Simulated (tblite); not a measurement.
Run report: C$_{5}$H$_{10}$GaN, geometry relaxation (part 2 of 4)

The same run, continued: C$_{5}$H$_{10}$GaN; GFN2-xTB geometry optimisation, gas phase (tblite 0.8.0). It belongs to a series of runs on one base structure; here: constitutional isomer.

Geometry of the input (Å):
```
C  3.0399  -0.4441  -0.2041
Ga 1.1221  -0.7474  0.1396
N  -0.3271  -0.1242  -0.8838
C  -1.4666  -0.8608  -0.3547
C  -1.7477  -0.0886  0.9207
C  -1.3865  1.1614  0.6321
C  -0.8698  1.2308  -0.7687
H  3.3218  -0.2125  0.8380
H  2.9265  0.4959  -0.7812
H  3.7368  -1.0804  -0.7478
H  0.6576  -1.4773  1.6043
H  -2.3083  -0.7163  -1.0504
H  -1.2544  -1.9255  -0.1525
H  -2.1559  -0.4750  1.8424
H  -1.4610  1.9911  1.3436
H  -1.7149  1.2742  -1.4757
H  -0.1192  2.0106  -0.9118
```

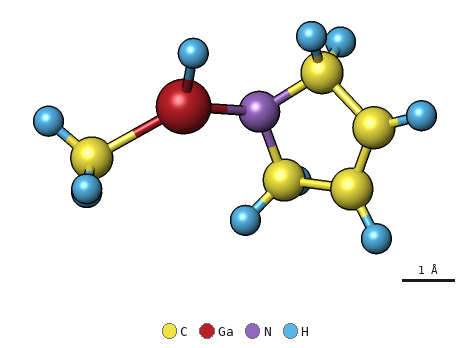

Fig. 1: The geometry at step 36 of the log (ball-and-stick view, seen at a tilt).

Trajectory as extended XYZ, continued:
```
17
Properties=species:S:1:pos:R:3:forces:R:3 step=23 energy=-540.53126
C     3.0654   -0.2430   -0.2177   -0.0010  -0.0100   0.0180
Ga    1.1163   -0.6699    0.1545    0.0090  -0.0930  -0.0410
N    -0.4346   -0.2198   -0.8916    0.0680  -0.1010   0.0400
C    -1.5566   -0.9269   -0.2683   -0.0550  -0.0330   0.0650
C    -1.9241   -0.0457    0.9020    0.0400   0.0360  -0.0800
C    -1.4643    1.1775    0.6606   -0.0600   0.0280   0.0800
C    -0.7803    1.1900   -0.6853    0.0220  -0.0530   0.0400
H     3.6030   -0.0940    0.7239   -0.0030   0.0490  -0.0640
H     3.2353    0.6188   -0.8720   -0.0220  -0.1280   0.0500
H     3.4841   -1.1389   -0.6889    0.0860   0.1150  -0.0540
H     0.7632   -1.6844    1.3238    0.0620  -0.1220   0.0670
H    -2.3957   -0.9823   -0.9760   -0.0720   0.0430  -0.0320
H    -1.2929   -1.9590    0.0087    0.0640   0.0960   0.0720
H    -2.4828   -0.3931    1.7594    0.0370   0.0640  -0.1740
H    -1.5653    2.0491    1.2871   -0.0460   0.0150  -0.1100
H    -1.4811    1.4977   -1.4747   -0.1300   0.0930   0.0300
H     0.1032    1.8359   -0.7553    0.0010   0.0030   0.0920
17
Properties=species:S:1:pos:R:3:forces:R:3 step=25 energy=-540.54592
C     3.0706   -0.2370   -0.2324   -0.0470  -0.0520   0.0090
Ga    1.1328   -0.6987    0.1356    0.0110  -0.1170   0.0930
N    -0.4191   -0.2308   -0.8673   -0.2420   0.0470   0.0840
C    -1.5602   -0.9254   -0.2590   -0.0990  -0.0240   0.0880
C    -1.9535   -0.0280    0.8966    0.0320  -0.0740  -0.1000
C    -1.4839    1.1912    0.6604    0.0290  -0.0810  -0.0310
C    -0.7654    1.1804   -0.6724   -0.0700   0.1270   0.0620
H     3.5847   -0.0759    0.7209    0.0580  -0.0150  -0.1260
H     3.2396    0.6233   -0.8861   -0.0350  -0.0780   0.0350
H     3.4932   -1.1307   -0.7071    0.1450   0.1470   0.0380
H     0.7933   -1.7300    1.3046    0.0820  -0.0900   0.0040
H    -2.3879   -1.0022   -0.9856    0.0530   0.0920   0.0630
H    -1.2992   -1.9492    0.0464    0.0530   0.0540   0.0680
H    -2.5279   -0.3725    1.7467    0.0610   0.0770  -0.2220
H    -1.5856    2.0674    1.2824   -0.0380  -0.0300  -0.1630
H    -1.4512    1.4979   -1.4742   -0.0870   0.0240   0.0380
H     0.1128    1.8321   -0.7195    0.0940  -0.0070   0.0620
17
Properties=species:S:1:pos:R:3:forces:R:3 step=26 energy=-540.55723
C     3.0733   -0.2321   -0.2428   -0.0670  -0.0740   0.0000
Ga    1.1452   -0.7239    0.1231   -0.0210  -0.1010   0.1500
N    -0.4138   -0.2393   -0.8469   -0.3370   0.1630   0.0730
C    -1.5666   -0.9256   -0.2493   -0.0680   0.0040   0.0440
C    -1.9757   -0.0156    0.8893    0.0020  -0.1020  -0.0740
C    -1.4983    1.2001    0.6600    0.0950  -0.1120  -0.1320
C    -0.7551    1.1754   -0.6607   -0.1110   0.2090   0.0400
H     3.5761   -0.0608    0.7140    0.0970  -0.0580  -0.1170
H     3.2445    0.6249   -0.8960   -0.0660  -0.0010  -0.0040
H     3.5022   -1.1207   -0.7197    0.1890   0.1120   0.0810
H     0.8193   -1.7697    1.2893    0.0890  -0.0730  -0.0390
H    -2.3832   -1.0172   -0.9906    0.1100   0.1000   0.1260
H    -1.3022   -1.9403    0.0783    0.0240  -0.0010   0.0630
H    -2.5629   -0.3546    1.7297    0.0110   0.0480  -0.1520
H    -1.6033    2.0818    1.2729   -0.0410  -0.0450  -0.1530
H    -1.4305    1.5023   -1.4713   -0.0170  -0.0290   0.0630
H     0.1240    1.8274   -0.6891    0.1080  -0.0400   0.0330
17
Properties=species:S:1:pos:R:3:forces:R:3 step=28 energy=-540.58866
C     3.0758   -0.2145   -0.2779   -0.0340  -0.0720  -0.0140
Ga    1.1780   -0.7985    0.0948   -0.1460   0.0480   0.1210
N    -0.4148   -0.2567   -0.7781   -0.1380   0.2700  -0.0070
C    -1.5900   -0.9288   -0.2122    0.0880   0.0570  -0.0590
C    -2.0508    0.0194    0.8636   -0.0420  -0.0470   0.0240
C    -1.5414    1.2225    0.6528    0.1270  -0.0710  -0.2250
C    -0.7265    1.1713   -0.6201   -0.0890   0.1720  -0.0290
H     3.5600   -0.0192    0.6813    0.1510  -0.1110  -0.0180
H     3.2629    0.6346   -0.9309   -0.2050   0.1420  -0.0770
H     3.5371   -1.0852   -0.7490    0.2590  -0.0510   0.1060
H     0.9078   -1.9002    1.2250    0.0770  -0.0710  -0.0980
H    -2.3617   -1.0633   -0.9971    0.1170   0.0520   0.2380
H    -1.3128   -1.9158    0.1851   -0.0810  -0.0410  -0.0110
H    -2.6834   -0.2929    1.6706   -0.1500  -0.0330   0.0670
H    -1.6623    2.1196    1.2369   -0.0670  -0.0560  -0.0850
H    -1.3559    1.5163   -1.4650    0.1090  -0.0620   0.1090
H     0.1708    1.8034   -0.5894    0.0230  -0.1260  -0.0420
17
Properties=species:S:1:pos:R:3:forces:R:3 step=30 energy=-540.62080
C     3.0723   -0.2007   -0.3232    0.1210  -0.0650  -0.0020
Ga    1.2003   -0.8723    0.0751   -0.0920   0.2410  -0.0340
N    -0.4177   -0.2599   -0.6984    0.2430   0.0080  -0.0270
C    -1.6076   -0.9295   -0.1677    0.1530   0.1040   0.0220
C    -2.1369    0.0565    0.8367    0.0190   0.0220   0.0850
C    -1.5880    1.2440    0.6358   -0.0570   0.0370  -0.0360
C    -0.6994    1.1760   -0.5744    0.0480  -0.0970  -0.0260
H     3.5418    0.0120    0.6405    0.1160  -0.0550   0.0450
H     3.2642    0.6523   -0.9743   -0.3420   0.0930  -0.0290
H     3.6006   -1.0452   -0.7705    0.1570  -0.1280   0.0630
H     1.0118   -2.0443    1.1372    0.0170  -0.0860  -0.1040
H    -2.3220   -1.1050   -0.9913   -0.0270  -0.0470   0.2070
H    -1.3314   -1.8903    0.3014   -0.1380   0.0280  -0.1370
H    -2.8256   -0.2216    1.6104   -0.1280  -0.0290   0.0400
H    -1.7296    2.1506    1.1974   -0.1020  -0.0050  -0.0420
H    -1.2606    1.5195   -1.4616    0.0780   0.0550   0.0530
H     0.2209    1.7698   -0.4831   -0.0650  -0.0770  -0.0790
17
Properties=species:S:1:pos:R:3:forces:R:3 step=31 energy=-540.63511
C     3.0729   -0.1984   -0.3416    0.1890  -0.0600   0.0090
Ga    1.2051   -0.8936    0.0693    0.0380   0.2370  -0.0580
N    -0.4146   -0.2585   -0.6677    0.2700  -0.1400   0.0030
C    -1.6097   -0.9267   -0.1491    0.0970   0.0710   0.0820
C    -2.1699    0.0706    0.8282    0.0620   0.0280   0.0910
C    -1.6073    1.2521    0.6269   -0.1290   0.0760   0.0650
C    -0.6889    1.1774   -0.5572    0.0870  -0.1720   0.0040
H     3.5370    0.0202    0.6251    0.0770  -0.0070   0.0320
H     3.2532    0.6620   -0.9924   -0.3560  -0.0110   0.0370
H     3.6329   -1.0321   -0.7757    0.0570  -0.0830   0.0350
H     1.0532   -2.1015    1.0980   -0.0160  -0.0590  -0.1190
H    -2.3043   -1.1199   -0.9819   -0.0920  -0.0680   0.1380
H    -1.3427   -1.8798    0.3429   -0.1090   0.0480  -0.1600
H    -2.8841   -0.1938    1.5883   -0.0280  -0.0060  -0.0580
H    -1.7581    2.1605    1.1813   -0.1130   0.0470  -0.0350
H    -1.2203    1.5196   -1.4598    0.0370   0.1030   0.0050
H     0.2386    1.7540   -0.4444   -0.0700  -0.0050  -0.0690
17
Properties=species:S:1:pos:R:3:forces:R:3 step=33 energy=-540.65982
C     3.0883   -0.1974   -0.3743    0.1460  -0.0340   0.0770
Ga    1.2219   -0.9258    0.0544    0.3210   0.0150   0.0410
N    -0.3994   -0.2634   -0.6085   -0.0230  -0.1940   0.1010
C    -1.6100   -0.9172   -0.1103   -0.1430  -0.1200   0.1120
C    -2.2306    0.1000    0.8162    0.1310  -0.0430   0.0130
C    -1.6499    1.2718    0.6106   -0.0320   0.0800   0.0650
C    -0.6639    1.1716   -0.5230    0.0110  -0.0630   0.0790
H     3.5387    0.0402    0.5975    0.0250   0.0670  -0.0330
H     3.2101    0.6803   -1.0255   -0.2540  -0.2300   0.1330
H     3.6977   -1.0123   -0.7858   -0.0960   0.0620  -0.0340
H     1.1345   -2.2217    1.0164   -0.0750   0.1130  -0.2170
H    -2.2789   -1.1560   -0.9532   -0.0770   0.0120   0.0720
H    -1.3705   -1.8574    0.4166   -0.0020   0.0330  -0.1090
H    -3.0023   -0.1417    1.5390    0.2310   0.0360  -0.2570
H    -1.8244    2.1876    1.1422   -0.1040   0.1300  -0.0490
H    -1.1410    1.5307   -1.4510    0.0420   0.0350   0.0210
H     0.2728    1.7228   -0.3709   -0.0990   0.0990  -0.0160
17
Properties=species:S:1:pos:R:3:forces:R:3 step=35 energy=-540.68333
C     3.1005   -0.2128   -0.3646   -0.0320  -0.0340   0.1090
Ga    1.2311   -0.9232    0.0584    0.2480  -0.0790   0.0840
N    -0.3916   -0.2663   -0.6133   -0.1120  -0.0430   0.0750
C    -1.6043   -0.9131   -0.1111   -0.0780  -0.1120   0.0250
C    -2.2113    0.0983    0.8206    0.0600   0.0040  -0.0050
C    -1.6471    1.2753    0.6110    0.0410   0.0450   0.0520
C    -0.6658    1.1673   -0.5250   -0.0010   0.0530   0.0380
H     3.5507    0.0382    0.6010    0.0630   0.0820  -0.0010
H     3.1629    0.6680   -1.0130   -0.0970  -0.1490   0.0450
H     3.7167   -1.0143   -0.7851   -0.0700   0.0650  -0.0690
H     1.1277   -2.2168    1.0217   -0.0870   0.1000  -0.2050
H    -2.2901   -1.1477   -0.9380   -0.0830   0.0600  -0.0720
H    -1.3722   -1.8561    0.3951    0.0880  -0.1660   0.0690
H    -2.9826   -0.1516    1.5291    0.0460   0.0020  -0.0430
H    -1.8342    2.1970    1.1284   -0.0780   0.0960  -0.0370
H    -1.1570    1.5379   -1.4392    0.0310  -0.0430  -0.0940
H     0.2595    1.7320   -0.3858    0.0590   0.1180   0.0300
17
Properties=species:S:1:pos:R:3:forces:R:3 step=36 energy=-540.69697
C     3.1072   -0.2144   -0.3693   -0.0360  -0.0870   0.0940
Ga    1.2559   -0.9430    0.0534   -0.0280  -0.0800   0.0710
N    -0.3885   -0.2761   -0.5858   -0.0510   0.1060   0.0710
C    -1.6113   -0.9166   -0.0956    0.0070  -0.0490   0.0050
C    -2.2273    0.1105    0.8152    0.0030  -0.0510  -0.0220
C    -1.6613    1.2870    0.6094    0.1360  -0.0160  -0.0870
C    -0.6557    1.1641   -0.5102   -0.0250   0.1090   0.0090
H     3.5541    0.0533    0.5905    0.1090   0.0810   0.0550
H     3.1393    0.6609   -1.0190   -0.0660  -0.0140  -0.0480
H     3.7363   -1.0015   -0.7957   -0.0490   0.0400  -0.0510
H     1.1530   -2.2578    0.9859   -0.0900   0.1050  -0.1990
H    -2.2903   -1.1585   -0.9325    0.0200   0.0710   0.0480
H    -1.3760   -1.8532    0.4251    0.0110  -0.1090   0.0290
H    -3.0184   -0.1325    1.5022    0.0220  -0.0020   0.0110
H    -1.8646    2.2166    1.1095   -0.0450   0.0280  -0.0620
H    -1.1315    1.5443   -1.4372    0.1230  -0.1560   0.0600
H     0.2722    1.7291   -0.3557   -0.0400   0.0240   0.0150
17
Properties=species:S:1:pos:R:3:forces:R:3 step=38 energy=-540.71218
C     3.1139   -0.2245   -0.3711   -0.0100   0.0530   0.0570
Ga    1.2792   -0.9597    0.0584   -0.2460  -0.0560  -0.0200
N    -0.3824   -0.2801   -0.5459    0.1000   0.0930   0.0600
C    -1.6131   -0.9211   -0.0713    0.0770   0.0510   0.0020
C    -2.2432    0.1224    0.8105   -0.0170  -0.0090  -0.0040
C    -1.6751    1.2993    0.6026    0.0340  -0.0470  -0.0750
C    -0.6450    1.1654   -0.4914    0.0320  -0.0050  -0.0090
H     3.5662    0.0687    0.5790    0.0970   0.1010   0.0370
H     3.0874    0.6479   -1.0273    0.0190  -0.0070  -0.0250
H     3.7696   -0.9825   -0.8061   -0.0710  -0.0040  -0.0660
H     1.1772   -2.2989    0.9176   -0.1210  -0.0060  -0.0970
H    -2.2854   -1.1600   -0.9163    0.0770   0.0280   0.0620
H    -1.3829   -1.8579    0.4582   -0.0320   0.0090  -0.0170
H    -3.0602   -0.1074    1.4704    0.0250  -0.0040   0.0570
H    -1.9070    2.2359    1.0824    0.0080  -0.0480  -0.1020
H    -1.0899    1.5382   -1.4374    0.0890  -0.1590   0.1060
H     0.2839    1.7262   -0.3222   -0.0610   0.0080   0.0330
17
Properties=species:S:1:pos:R:3:forces:R:3 step=39 energy=-540.71827
C     3.1159   -0.2254   -0.3691   -0.0140   0.0920   0.0540
Ga    1.2817   -0.9612    0.0626   -0.2160  -0.0300  -0.0640
N    -0.3798   -0.2797   -0.5312    0.1300   0.0270   0.0600
C    -1.6121   -0.9229   -0.0617    0.0740   0.0710   0.0170
C    -2.2490    0.1254    0.8096    0.0050   0.0190   0.0000
C    -1.6789    1.3018    0.5988   -0.0460  -0.0430  -0.0360
C    -0.6406    1.1661   -0.4850    0.0580  -0.0670   0.0130
H     3.5764    0.0763    0.5757    0.0690   0.1010  -0.0030
H     3.0708    0.6430   -1.0312    0.0470  -0.0040   0.0010
H     3.7754   -0.9767   -0.8098   -0.0850  -0.0160  -0.0590
H     1.1804   -2.3104    0.8848   -0.1350  -0.0770  -0.0410
H    -2.2828   -1.1596   -0.9081    0.0870   0.0050   0.0380
H    -1.3859   -1.8622    0.4693   -0.0330   0.0790  -0.0410
H    -3.0750   -0.0984    1.4616    0.0520  -0.0020   0.0500
H    -1.9217    2.2398    1.0718    0.0260  -0.0570  -0.1130
H    -1.0706    1.5322   -1.4379    0.0380  -0.1190   0.0750
H     0.2887    1.7240   -0.3100   -0.0560   0.0210   0.0470
17
Properties=species:S:1:pos:R:3:forces:R:3 step=41 energy=-540.73313
C     3.1198   -0.2157   -0.3607   -0.0450   0.0550   0.0060
Ga    1.2790   -0.9676    0.0657    0.0780   0.0210  -0.0780
N    -0.3705   -0.2806   -0.4923    0.0470  -0.1160   0.0670
C    -1.6092   -0.9250   -0.0377    0.0170   0.0530   0.0280
C    -2.2678    0.1335    0.8067    0.0670   0.0130  -0.0040
C    -1.6914    1.3059    0.5875   -0.1170   0.0050   0.0020
C    -0.6247    1.1628   -0.4661    0.0290  -0.1150   0.0810
H     3.6083    0.1066    0.5665   -0.0150   0.0410  -0.1130
H     3.0500    0.6354   -1.0435    0.0440   0.0510   0.0500
H     3.7698   -0.9658   -0.8236   -0.1080  -0.0050   0.0450
H     1.1792   -2.3476    0.8012   -0.1490  -0.1850   0.0310
H    -2.2721   -1.1662   -0.8887    0.1110  -0.0090  -0.0100
H    -1.3949   -1.8672    0.4989   -0.0150   0.1820  -0.0550
H    -3.1125   -0.0752    1.4436    0.1300  -0.0010  -0.0080
H    -1.9549    2.2477    1.0395    0.0420  -0.0110  -0.0980
H    -1.0172    1.5137   -1.4347   -0.0680  -0.0160  -0.0220
H     0.3023    1.7174   -0.2721   -0.0500   0.0380   0.0790
17
Properties=species:S:1:pos:R:3:forces:R:3 step=43 energy=-540.75013
C     3.1203   -0.2010   -0.3549   -0.0460  -0.0510  -0.1170
Ga    1.2853   -1.0022    0.0526    0.3450   0.0410   0.0380
N    -0.3505   -0.2872   -0.4256   -0.1020  -0.0840   0.0620
C    -1.6058   -0.9210   -0.0056   -0.0050  -0.0140  -0.0430
C    -2.2935    0.1484    0.7986    0.0940  -0.0280  -0.0230
C    -1.7144    1.3153    0.5706    0.0160   0.0300  -0.0610
C    -0.6011    1.1528   -0.4323   -0.0670  -0.0210   0.0120
H     3.6331    0.1559    0.5473   -0.0750  -0.0890  -0.1550
H     3.0280    0.6300   -1.0569   -0.0420   0.1520   0.0320
H     3.7597   -0.9469   -0.8470   -0.0800   0.0220   0.2100
H     1.1722   -2.4202    0.7063   -0.1250  -0.1630   0.0040
H    -2.2427   -1.1783   -0.8730    0.1140   0.0300  -0.0200
H    -1.4085   -1.8549    0.5416    0.0010   0.0740   0.0430
H    -3.1530   -0.0440    1.4177    0.0770  -0.0400  -0.0040
H    -1.9956    2.2650    0.9846    0.0190   0.0980  -0.0270
H    -0.9519    1.4799   -1.4247   -0.0820   0.0500  -0.0390
H     0.3116    1.7202   -0.2091   -0.0420  -0.0090   0.0880
17
Properties=species:S:1:pos:R:3:forces:R:3 step=44 energy=-540.75979
C     3.1196   -0.1989   -0.3623   -0.0360  -0.0220  -0.1410
Ga    1.3003   -1.0311    0.0417    0.2620   0.0210   0.0940
N    -0.3384   -0.2916   -0.3817   -0.0990  -0.0070   0.0560
C    -1.6048   -0.9170    0.0129    0.0060  -0.0330  -0.0580
C    -2.3099    0.1597    0.7918    0.0660  -0.0460  -0.0290
C    -1.7302    1.3246    0.5606    0.1100   0.0190  -0.1070
C    -0.5897    1.1481   -0.4118   -0.0810   0.0380  -0.0520
H     3.6312    0.1769    0.5317   -0.0730  -0.1150  -0.1070
H     3.0065    0.6298   -1.0641   -0.0630   0.1440   0.0070
H     3.7708   -0.9313   -0.8568   -0.0550   0.0050   0.2000
H     1.1794   -2.4721    0.6616   -0.1090  -0.0720  -0.0400
H    -2.2202   -1.1844   -0.8679    0.1060   0.0480   0.0060
H    -1.4174   -1.8422    0.5714   -0.0140  -0.0130   0.0900
H    -3.1800   -0.0239    1.3983    0.0670  -0.0600  -0.0110
H    -2.0207    2.2796    0.9545    0.0220   0.1030  -0.0200
H    -0.9183    1.4625   -1.4200   -0.0370   0.0370   0.0500
H     0.3148    1.7234   -0.1698   -0.0730  -0.0470   0.0630
17
Properties=species:S:1:pos:R:3:forces:R:3 step=46 energy=-540.77371
C     3.1112   -0.1994   -0.3782   -0.0100   0.0750  -0.0600
Ga    1.3255   -1.0642    0.0330   -0.0370  -0.0370   0.1370
N    -0.3189   -0.2943   -0.3190    0.0320   0.0810  -0.0150
C    -1.5974   -0.9117    0.0338    0.0570  -0.0490   0.0040
C    -2.3194    0.1709    0.7846   -0.0050   0.0200  -0.0230
C    -1.7442    1.3361    0.5444    0.0660  -0.0130  -0.0490
C    -0.5799    1.1437   -0.3909    0.0100   0.0270  -0.1030
H     3.6172    0.1918    0.5073   -0.0450  -0.0550   0.0600
H     2.9670    0.6333   -1.0683   -0.0470   0.0980  -0.0740
H     3.7869   -0.9107   -0.8570    0.0150  -0.0770   0.0170
H     1.1715   -2.5303    0.6061   -0.0660   0.0360  -0.0750
H    -2.1805   -1.1802   -0.8656    0.0390   0.0260  -0.0270
H    -1.4293   -1.8288    0.6041   -0.0200  -0.1160   0.1260
H    -3.1960   -0.0061    1.3805    0.0040  -0.0800   0.0140
H    -2.0443    2.2974    0.9173    0.0260   0.0680  -0.0270
H    -0.8832    1.4310   -1.4168    0.0040   0.0460   0.0900
H     0.3068    1.7338   -0.1252   -0.0240  -0.0500   0.0060
17
Properties=species:S:1:pos:R:3:forces:R:3 step=48 energy=-540.78172
C     3.1041   -0.1890   -0.3861   -0.0170   0.0570   0.0330
Ga    1.3328   -1.0683    0.0453   -0.0680  -0.0460   0.0790
N    -0.3065   -0.2927   -0.2855    0.0460  -0.0200  -0.0310
C    -1.5871   -0.9142    0.0488    0.0050  -0.0180   0.0730
C    -2.3220    0.1748    0.7819   -0.0210   0.0160   0.0100
C    -1.7486    1.3398    0.5319   -0.0520   0.0070   0.0300
C    -0.5731    1.1406   -0.3846    0.0420  -0.0020   0.0310
H     3.6172    0.1977    0.4969   -0.0610   0.0160   0.0720
H     2.9464    0.6431   -1.0766    0.0040   0.0150  -0.0380
H     3.7791   -0.9076   -0.8513    0.0330  -0.0650  -0.0950
H     1.1471   -2.5521    0.5487   -0.0250   0.0320  -0.0410
H    -2.1529   -1.1745   -0.8625    0.0100  -0.0300  -0.0330
H    -1.4380   -1.8348    0.6269    0.0060   0.0140   0.0330
H    -3.2011   -0.0024    1.3780    0.0570  -0.0530  -0.0350
H    -2.0530    2.3058    0.8958    0.0360  -0.0010  -0.0600
H    -0.8544    1.4114   -1.4166   -0.0290   0.0850  -0.0010
H     0.3031    1.7344   -0.1009    0.0340  -0.0050  -0.0250
```
